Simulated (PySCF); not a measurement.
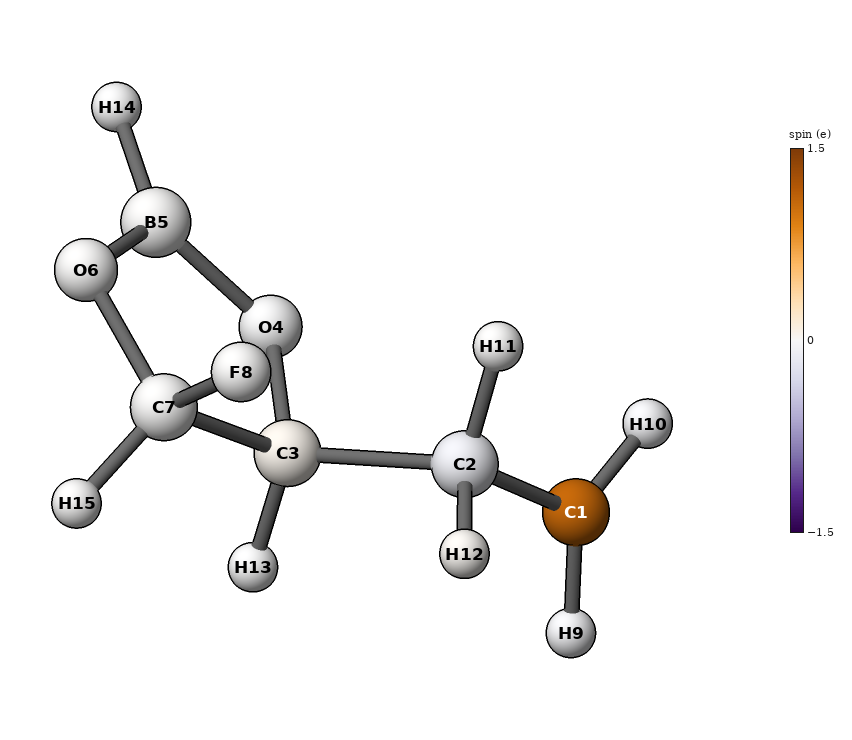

Atoms are coloured by their Mulliken spin populations. The species is neutral and a spin doublet. The computed structure is the end point of a GFN2-xTB optimisation. No frequency run is at hand to confirm it as a minimum. Method: UKS B3LYP, pcH-1 on B C F H O, non-relativistic (PySCF 2.14.0).

Give the Mulliken spin populations atom by atom.

```csv
atom,value (e)
C1,1.08
C2,−0.09
C3,0.05
O4,0.00
B5,0.00
O6,0.00
C7,0.01
F8,0.00
H9,−0.04
H10,−0.05
H11,0.00
H12,0.03
H13,0.00
H14,0.00
H15,0.00
```

Mulliken values depend strongly on the basis set. The geometry is semi-empirical. Around B such bond lengths and angles can be off by a tenth of an ångström or more and by several degrees, and values that hang on the shape move with them.
